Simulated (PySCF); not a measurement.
CH₅FSi, SMILES `FC[SiH3]`.

Computed with PySCF, TPSSh/6-31G*, geometry: GFN2-xTB. No frequency check shows the geometry to be a minimum.

The calculation's input:

```python
import numpy as np
from pyscf import gto, scf, dft
from pyscf.scf import atom_ks, atom_hf
from scipy.linalg import block_diag

def solve(mol, dm0=None, hcore=None):
    mf = (dft.UKS if mol.spin else dft.RKS)(mol, xc='tpssh')
    mf.grids.level = 3
    mf = mf.density_fit(auxbasis='def2-universal-jkfit')
    mf.conv_tol, mf.max_cycle = 1e-8, 80
    if hcore is not None:
        mf.get_hcore = lambda *args: hcore
    mf.kernel(dm0)
    if not mf.converged:
        mf = mf.newton().run(mf.mo_coeff, mf.mo_occ, max_cycle=30)
    assert mf.converged, 'SCF not converged'
    return mf

mol = gto.M(atom='''
F      1.58677    -0.43777     0.00004
C      0.67518     0.60074     0.00003
Si    -1.11109    -0.09491    -0.00007
H      0.89748     1.20176     0.88566
H      0.89725     1.20150    -0.88630
H     -1.28499    -0.90274    -1.20456
H     -1.28467    -0.90238     1.20512
H     -2.00177     1.06610     0.00056
''', basis='6-31g*', charge=0, spin=0, verbose=4)
mf = solve(mol)
mf.analyze()
# spherically averaged free atoms, for the promolecule
atm = atom_ks.get_atm_nrks(mol, xc='tpssh')
pro = block_diag(*[(atm[a[0]][2] * atm[a[0]][3]) @ atm[a[0]][2].T for a in mol._atom])
np.savez('result.npz', e=mf.e_tot, c=mf.mo_coeff, occ=mf.mo_occ, eps=mf.mo_energy, pro=pro, dip=mf.dip_moment(verbose=0), s2=mf.spin_square()[0])
```

Command:

```sh
OMP_NUM_THREADS=1 python input.py
```

The run took 9.1 s on 1 thread of Arm Neoverse V1, with other jobs on the host, peak memory 0.29 GiB.

Partitions, critical points and surface values were worked out afterwards from this run's density.

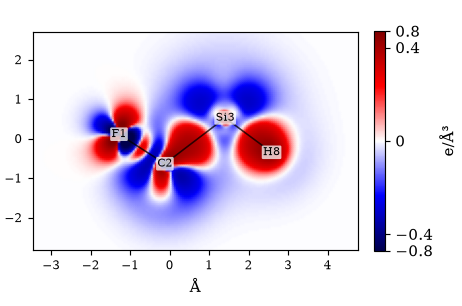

Deformation density (molecule less spherical, spin-averaged free atoms) in the plane of F1, C2, Si3 and H8; colour scale in e/Å³, logarithmic beyond ±0.1; red: gain, blue: loss.

> Describe the bonding that the map shows.

Si3–H8: +0.19 e/Å³ at the bond critical point (bond length 1.46 Å, Mayer order 0.9). C2–Si3: +0.15 e/Å³ at the bond critical point (bond length 1.92 Å, Mayer order 0.9). F1–C2: −0.12 e/Å³ at the bond critical point (bond length 1.38 Å, Mayer order 0.9); up to 0.6 Å beside the axis the gain reaches +0.14 e/Å³. In all, 1.7 electrons gather in the regions of gain relative to the promolecule. A small or negative value marks a very polar bond, one between electron-rich atoms, whose free-atom densities already overlap strongly, a long bond to a heavier atom, or a closed-shell contact such as a hydrogen bond.

> Where do the Hirshfeld charges lie?

The highest Hirshfeld charge is on Si3 (+0.31 e), the lowest on F1 (−0.13 e).
